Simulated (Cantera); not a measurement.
Input: 1 mol Fe2O3, 810 mol H2, 9.3 mol N2, held at 0.000400 bar.

Equilibrium computed with Cantera from the NASA thermochemical tables; the gas is ideal and each condensed phase is pure. Candidate condensed phases: Fe, FeO, Fe(OH)2, Fe(OH)3, Fe2O3, Fe3O4, H2O; 27 gas species. Equilibrium is a limit: real reactors are often held back by kinetics, nucleation or transport.

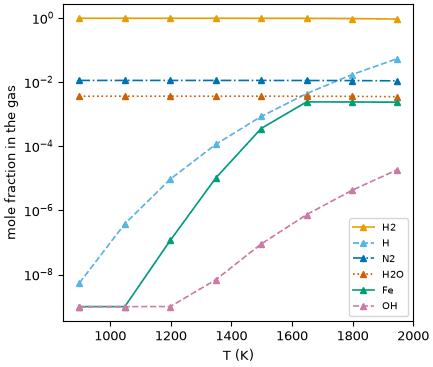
*Equilibrium gas composition (values under 1e-9 drawn at 1e-9)*

From 898 K to 1048 K the condensed part is Fe(α). From 1198 K to 1498 K the condensed part is Fe(γ). From 1648 K to 1948 K nothing is condensed.
